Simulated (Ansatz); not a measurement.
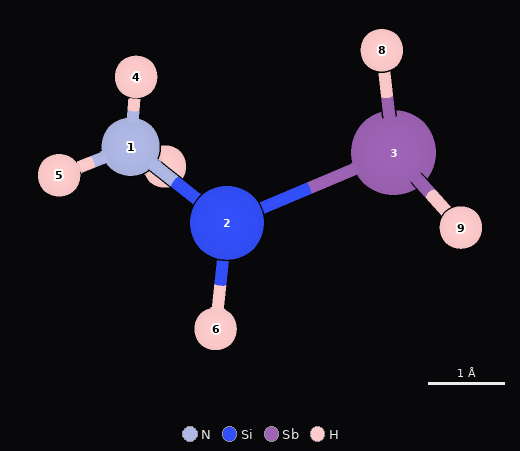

**Figure 1.** The starting structure (ball-and-stick view, seen at a tilt; atoms are numbered from 1 in the order of the input). Sticks mark near contacts. Bond lengths as drawn: H–N 1.01 to 1.08 Å, H–Sb 1.78 to 1.82 Å, H–Si 1.48 Å, N–Si 1.74 Å and Sb–Si 2.52 Å.

# SiSbNH6: geometry relaxation (part 1 of 2)

- system: SiSbNH6
- method: RHF/def2-SVP (Ansatz 0.2.0)

It belongs to a series of runs on one base structure; here: end point B relaxed. Figures and captions count atoms from 1; the log counts them from 0 in places.

**What the program printed**
```
The last accepted step is kept in [file] (removed where the run ends without a failure and the disk answers)
Engine: ansatz 0.2.0, aarch64-unknown-linux-gnu
Functional definition: HF
  exchange = exact_x
  correlation = 0
1028 factors; integrals over basis functions are off by at most 3.7e-4 eV
mean field evaluation 1: about -15940.0841 eV, gradient 2.1e1 eV
mean field evaluation 2: about -15940.1434 eV, gradient 2.1e1 eV
mean field evaluation 4: about -15941.7420 eV, gradient 2.7e0 eV
mean field evaluation 8: about -15941.7726 eV, gradient 1.8e-1 eV
mean field -15941.77315756 eV, -585.8493578182 hartree, gradient 1.2e-5 eV, S^2 0.000000; 0 other end points of the search recorded, 0 dependent functions left out
the calculation of the forces begins
reference -15941.77315756 eV, -585.8493578182 hartree; 25, 25 occupied and 63, 63 virtual orbitals, 1028 factors
relax step   1: F+E_penalty+E_count = -15941.77315756 eV  Δ(F+E_penalty+E_count) = +0.000e0 eV  max|allowed force component| = 7.728e0 eV/Å  Δτ_max = 0.0000 Å  (38 SCF iters, accepted)
these checks for a lower state are left out or cut short: starts, cluster_reference, orbital_swaps, neighbouring_geometries, increment
1028 factors; integrals over basis functions are off by at most 3.1e-4 eV
mean field evaluation 16: about -15943.4678 eV, gradient 3.2e-3 eV
mean field -15943.46779577 eV, -585.9116346238 hartree, gradient 2.4e-5 eV, S^2 0.000000; 0 other end points of the search recorded, 0 dependent functions left out
[... from here on the field's lines of each further geometry are left out, up to the last ...]
relax step   2: F+E_penalty+E_count = -15943.46779577 eV  Δ(F+E_penalty+E_count) = -1.695e0 eV  max|allowed force component| = 4.615e0 eV/Å  Δτ_max = 0.1925 Å  (33 SCF iters, accepted)
relax step   3: F+E_penalty+E_count = -15944.33526409 eV  Δ(F+E_penalty+E_count) = -8.675e-1 eV  max|allowed force component| = 1.362e0 eV/Å  Δτ_max = 0.1947 Å  (32 SCF iters, accepted)
relax step   4: F+E_penalty+E_count = -15944.60821620 eV  Δ(F+E_penalty+E_count) = -2.730e-1 eV  max|allowed force component| = 6.433e-1 eV/Å  Δτ_max = 0.1934 Å  (31 SCF iters, accepted)
relax step   5: F+E_penalty+E_count = -15944.63295118 eV  Δ(F+E_penalty+E_count) = -2.473e-2 eV  max|allowed force component| = 3.677e-1 eV/Å  Δτ_max = 0.0704 Å  (31 SCF iters, accepted)
relax step   6: F+E_penalty+E_count = -15944.64287854 eV  Δ(F+E_penalty+E_count) = -9.927e-3 eV  max|allowed force component| = 2.262e-1 eV/Å  Δτ_max = 0.0639 Å  (32 SCF iters, accepted)
relax step   7: F+E_penalty+E_count = -15944.64726243 eV  Δ(F+E_penalty+E_count) = -4.384e-3 eV  max|allowed force component| = 1.688e-1 eV/Å  Δτ_max = 0.1860 Å  (33 SCF iters, accepted)
relax step   8: F+E_penalty+E_count = -15944.65760109 eV  Δ(F+E_penalty+E_count) = -1.034e-2 eV  max|allowed force component| = 1.046e-1 eV/Å  Δτ_max = 0.0631 Å  (32 SCF iters, accepted)
relax step   9: F+E_penalty+E_count = -15944.67055362 eV  Δ(F+E_penalty+E_count) = -1.295e-2 eV  max|allowed force component| = 4.060e-1 eV/Å  Δτ_max = 0.2000 Å  (33 SCF iters, accepted)
relax step  10: F+E_penalty+E_count = -15944.67923044 eV  Δ(F+E_penalty+E_count) = -8.677e-3 eV  max|allowed force component| = 2.692e-1 eV/Å  Δτ_max = 0.0494 Å  (32 SCF iters, accepted)
relax step  11: F+E_penalty+E_count = -15944.69268609 eV  Δ(F+E_penalty+E_count) = -1.346e-2 eV  max|allowed force component| = 1.180e-1 eV/Å  Δτ_max = 0.1861 Å  (33 SCF iters, accepted)
relax step  12: F+E_penalty+E_count = -15944.65449403 eV  Δ(F+E_penalty+E_count) = +3.819e-2 eV  max|allowed force component| = 4.406e-1 eV/Å  Δτ_max = 0.1185 Å  (32 SCF iters, rejected (line search))
relax step  13: F+E_penalty+E_count = -15944.69650238 eV  Δ(F+E_penalty+E_count) = -3.816e-3 eV  max|allowed force component| = 3.675e-2 eV/Å  Δτ_max = 0.0592 Å  (32 SCF iters, accepted)
relax step  14: F+E_penalty+E_count = -15944.69686245 eV  Δ(F+E_penalty+E_count) = -3.601e-4 eV  max|allowed force component| = 1.005e-1 eV/Å  Δτ_max = 0.0950 Å  (33 SCF iters, accepted)
relax step  15: F+E_penalty+E_count = -15944.69687139 eV  Δ(F+E_penalty+E_count) = -8.940e-6 eV  max|allowed force component| = 9.913e-2 eV/Å  Δτ_max = 0.0426 Å  (27 SCF iters, accepted)
the calculation of the forces begins
reference -15944.69808812 eV, -585.9568470340 hartree; 25, 25 occupied and 63, 63 virtual orbitals, 1028 factors
relax step  16: F+E_penalty+E_count = -15944.69808812 eV  Δ(F+E_penalty+E_count) = -1.217e-3 eV  max|allowed force component| = 1.992e-2 eV/Å  Δτ_max = 0.0233 Å  (26 SCF iters, accepted)
1028 factors; integrals over basis functions are off by at most 2.8e-4 eV
mean field evaluation 128: about -15944.6981 eV, gradient 1.4e-5 eV
```

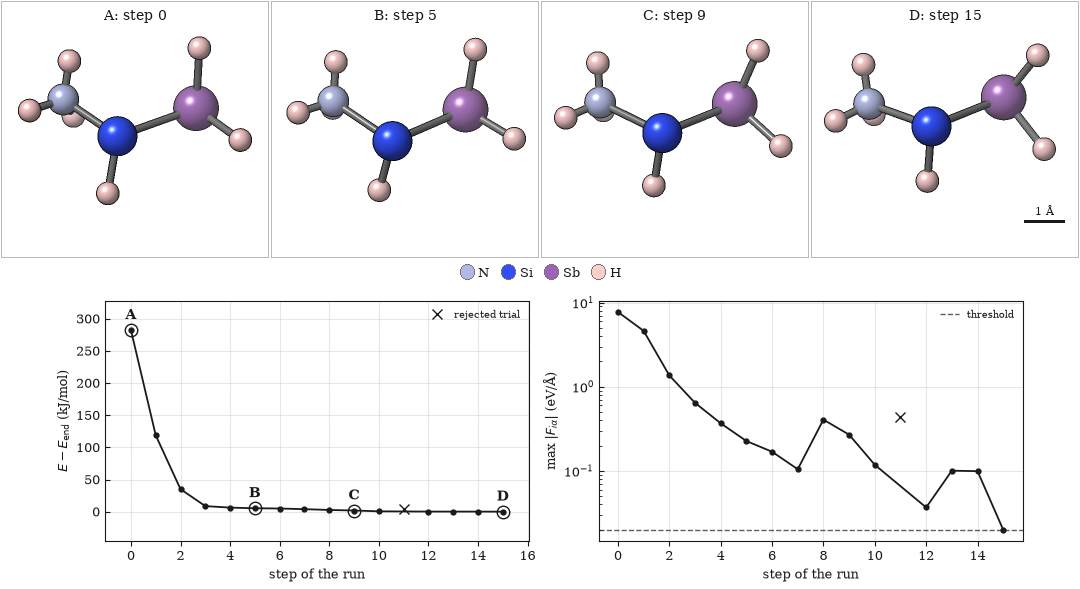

**Figure 2.** Frames of the relaxation (ball-and-stick view, seen at a tilt) above the curves, on which the letters mark them (the first geometry is step 0 here and step 1 in the log).

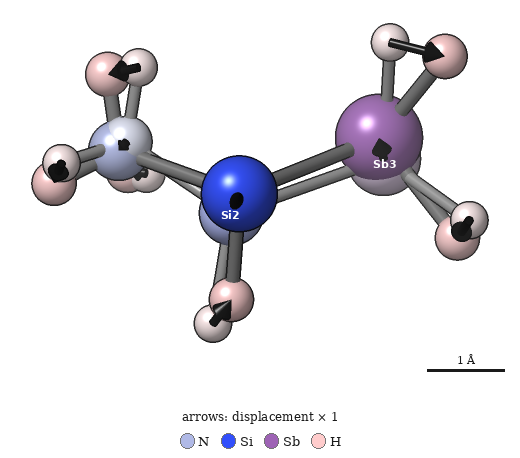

**Figure 3.** Start (faint) and end (solid) with the displacements as black arrows, at true length (ball-and-stick view, seen at a tilt). The two geometries are laid on each other by the best rigid fit. Over 15 geometry steps the energy falls by 282.2 kJ/mol. Largest force component: 7.7 eV/Å at the start, 0.02 eV/Å at the end. The line search rejected the trial step at point 11 (counted from 0) and went back. The largest move after the best rigid fit is that of H8, 0.81 Å. Largest moves by element: H 0.81 Å, Si 0.72 Å, Sb 0.36 Å, N 0.17 Å. Among the contacts that change: N1–Si2 1.745 → 2.105 Å, Si2–Sb3 2.516 → 2.673 Å, Sb3–H9 1.822 → 1.698 Å, Sb3–H8 1.777 → 1.700 Å. Among the angles that change: Si2–N1–H7 81.6° → 114.3°, N1–Si2–H6 111.0° → 87.7°, Sb3–Si2–H6 110.0° → 91.8°. (Atoms are counted from 1 in the order of the input.)

```
mean field -15944.69808812 eV, -585.9568470340 hartree, gradient 1.5e-5 eV, S^2 0.000000; 1 other end points of the search recorded, 0 dependent functions left out
the calculation of the forces begins
reference -15944.69808812 eV, -585.9568470340 hartree; 25, 25 occupied and 63, 63 virtual orbitals, 1028 factors
Total energy: -15944.69808812 eV, -585.9568470340 hartree
Atom 0 at    -0.991426     0.860484    -1.243309 Å, force    -0.001073     0.014147    -0.007502 eV/Å
Atom 1 at     0.745964     0.510873    -0.108096 Å, force    -0.019924    -0.009005     0.012407 eV/Å
Atom 2 at    -0.359358    -1.584355     1.130036 Å, force     0.010128     0.006285    -0.005673 eV/Å
Atom 3 at    -1.043651     0.226766    -2.025670 Å, force     0.000497    -0.005170     0.000286 eV/Å
Atom 4 at    -0.947201     1.794958    -1.620314 Å, force    -0.000650    -0.003714     0.000493 eV/Å
Atom 5 at     0.191359     1.474852     0.922440 Å, force     0.007642     0.001620    -0.003575 eV/Å
Atom 6 at    -1.851512     0.777252    -0.723268 Å, force     0.005204    -0.002346     0.001598 eV/Å
Atom 7 at     0.835283    -2.726444     0.732697 Å, force    -0.000720     0.000837    -0.000249 eV/Å
Atom 8 at     0.316843    -1.222707     2.645054 Å, force    -0.001103    -0.002655     0.002215 eV/Å
Dipole moment:    -0.803455     0.524778    -0.779935 e Å
```

**Trajectory as extended XYZ (Å, eV, eV/Å), 16 frames, from step=1 to step=16**
```
9
Properties=species:S:1:pos:R:3:forces:R:3 step=1 energy=-15941.77316
N    -0.9033    0.7201   -1.2646   -1.9180   2.3307  -2.9338
Si    0.1048    0.6204    0.1561    7.7276  -0.0016   2.9631
Sb   -0.5361   -1.4498    1.4340    0.8527  -1.5559   0.8695
H    -0.6898   -0.0610   -1.8762   -0.8427  -0.1055   0.6204
H    -0.6196    1.5907   -1.8308   -1.5786  -1.7668   1.7932
H    -0.0648    1.8206    1.0135   -1.3814   0.2132  -0.1414
H    -1.6547    0.6918   -0.5461   -1.0120   0.3229  -2.9354
H     0.2613   -2.4644    0.2121   -0.5139   0.4506   0.5879
H     0.9985   -1.3567    2.4116   -1.3336   0.1124  -0.8236
9
Properties=species:S:1:pos:R:3:forces:R:3 step=2 energy=-15943.46780
N    -0.8880    0.7322   -1.2485   -0.8198   0.8639  -0.9970
Si    0.2965    0.6363    0.1490    4.6147   0.0416   1.7041
Sb   -0.5062   -1.5020    1.4642    0.0052  -0.1748   0.0767
H    -0.7198   -0.0541   -1.8643   -0.7054  -0.0822   0.4555
H    -0.6704    1.5752   -1.8056   -1.0172  -0.6189   0.9406
H    -0.1211    1.8165    1.0055   -0.8824  -0.2352  -0.2733
H    -1.6783    0.7065   -0.6044   -0.7591   0.2569  -1.9900
H     0.2420   -2.4495    0.2351   -0.1308  -0.0007   0.2283
H     0.9417   -1.3494    2.3786   -0.3053  -0.0505  -0.1450
9
Properties=species:S:1:pos:R:3:forces:R:3 step=3 energy=-15944.33526
N    -0.8749    0.7399   -1.2207    0.0425  -0.2888  -0.1906
Si    0.4900    0.6546    0.1607    1.3621   0.3969   0.9657
Sb   -0.5018   -1.4851    1.4551    0.1446   0.2360  -0.1745
H    -0.7547   -0.0516   -1.8400   -0.4646   0.0400   0.2541
H    -0.7162    1.5654   -1.7748   -0.5240   0.2223   0.1501
H    -0.1757    1.7841    0.9871   -0.0544  -0.4723  -0.3150
H    -1.7306    0.7230   -0.6877   -0.3926   0.1713  -0.9253
H     0.2376   -2.4551    0.2544   -0.0523  -0.1444   0.1207
H     0.9225   -1.3636    2.3755   -0.0613  -0.1611   0.1148
9
Properties=species:S:1:pos:R:3:forces:R:3 step=4 energy=-15944.60822
N    -0.8898    0.7843   -1.2417   -0.3963  -0.6433   0.2718
Si    0.5934    0.7146    0.1729    0.1369   0.3118   0.3317
Sb   -0.3987   -1.4558    1.4551   -0.0737   0.1492  -0.0976
H    -0.8144   -0.0124   -1.8577   -0.0830   0.0545   0.0175
H    -0.7694    1.6017   -1.8037   -0.0219   0.4237  -0.1960
H    -0.2010    1.7684    0.9758    0.2034  -0.3894  -0.1117
H    -1.8194    0.7911   -0.8362    0.2165   0.0470  -0.2452
H     0.2573   -2.5768    0.3369    0.0473   0.0741   0.0947
H     0.9384   -1.5034    2.5083   -0.0292  -0.0277  -0.0652
9
Properties=species:S:1:pos:R:3:forces:R:3 step=5 energy=-15944.63295
N    -0.8997    0.7815   -1.2427   -0.2110  -0.3310   0.1344
Si    0.6092    0.7116    0.1725    0.3677  -0.1624  -0.1042
Sb   -0.4078   -1.4273    1.4502   -0.0187   0.0132  -0.1134
H    -0.8149    0.0001   -1.8752   -0.0600   0.0166  -0.0009
H    -0.7884    1.6153   -1.7905   -0.0280   0.2169  -0.0855
H    -0.1651    1.7079    0.9778   -0.1566   0.2004   0.2346
H    -1.8322    0.7742   -0.8501    0.1276   0.0231  -0.1326
H     0.2773   -2.5507    0.3568   -0.0086   0.0077   0.0479
H     0.9180   -1.5009    2.5107   -0.0123   0.0156   0.0196
9
Properties=species:S:1:pos:R:3:forces:R:3 step=6 energy=-15944.64288
N    -0.8940    0.7572   -1.2347   -0.2262   0.0588  -0.0158
Si    0.6580    0.7276    0.1736   -0.0459  -0.0883  -0.0328
Sb   -0.4245   -1.3931    1.4122    0.1788  -0.0199   0.0339
H    -0.8048   -0.0001   -1.8959    0.0532   0.0309   0.0221
H    -0.8282    1.6167   -1.7577   -0.0046   0.0057  -0.0392
H    -0.1301    1.7191    1.0088    0.0005   0.0068  -0.0006
H    -1.8272    0.7106   -0.8460    0.1600   0.0101  -0.0069
H     0.2600   -2.5472    0.3510   -0.0074   0.0204   0.0277
H     0.8871   -1.4792    2.4983   -0.1084  -0.0244   0.0115
```
